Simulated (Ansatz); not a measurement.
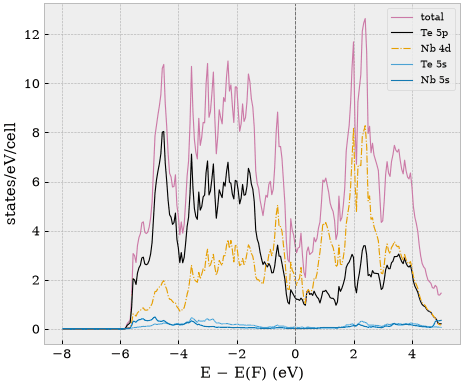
Figure: Total and projected density of states of NbTe2 in space group C2/m (No. 12; Pearson symbol mS18), DFT-r²SCAN+D4 in the program Ansatz with PAW potentials

### Question
Which orbitals carry the states next to the Fermi level?

### Answer
Within 0.5 eV of the Fermi level: Nb 4d 57 %, Te 5p 39 %. Projections are on Löwdin-orthogonalised atomic valence shells; empty p or d shells of many metals are not among them.

### Question
Where is the tallest occupied peak in this window, and what makes it?

### Answer
Near -2.3 eV, about 11 states/eV per cell; the largest projected share is Te 5p.

The first step of the workflow began from a Materials Project structure, measured or hypothetical; the Crystallography Open Database files this formula in space group No. 12, but the cells were not matched. Whether it is the stable phase at ambient conditions was not checked. The r²SCAN+D4 relaxation kept the symmetry of its start; its stability against distortions is not shown here. No spin polarisation was allowed. With an odd number of electrons in the cell and no spin polarisation, the count alone makes it a metal. Spin–orbit coupling is left out wherever it is not named.

Potentials: the later of the program's two PAW sets.
